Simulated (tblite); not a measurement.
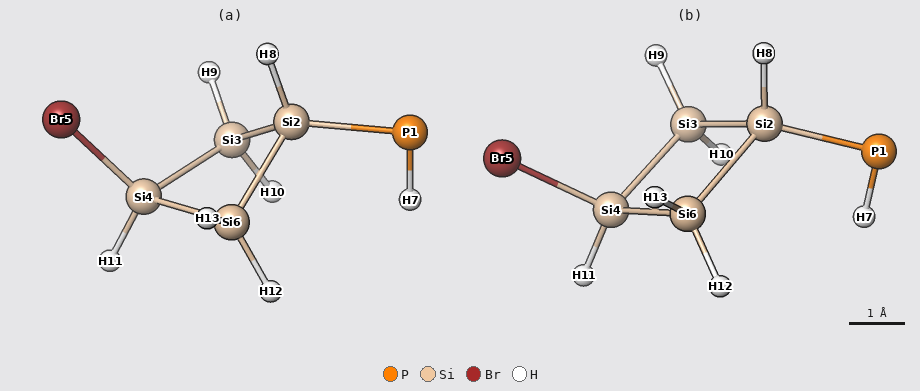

The structure of Si₄PH₇Br (multiplicity 2) before (left) and after (right) a relaxation, at one scale.

A ball-and-stick model, seen from a free direction.

Method: GFN2-xTB geometry optimisation, gas phase (tblite 0.8.0). 

### Summarise the run.

After 95 geometry steps the energy has fallen by 14.7 kcal/mol. Br5 moves most after the best rigid fit: 0.89 Å. By element the largest moves are Br 0.89 Å, H 0.78 Å, P 0.43 Å, Si 0.30 Å. Among the contacts that change: Si2–Si3 2.279 → 2.406 Å, Si3–Si4 2.269 → 2.373 Å, Si4–Si6 2.287 → 2.373 Å, Si4–Br5 2.213 → 2.266 Å. Among the angles between lasting bonds that change: Br5–Si4–H11 112.0° → 98.0°, H9–Si3–H10 112.7° → 104.0°, H12–Si6–H13 112.2° → 104.1°. The run took 1.9 s on 1 thread of Arm Neoverse N1, on a shared host.
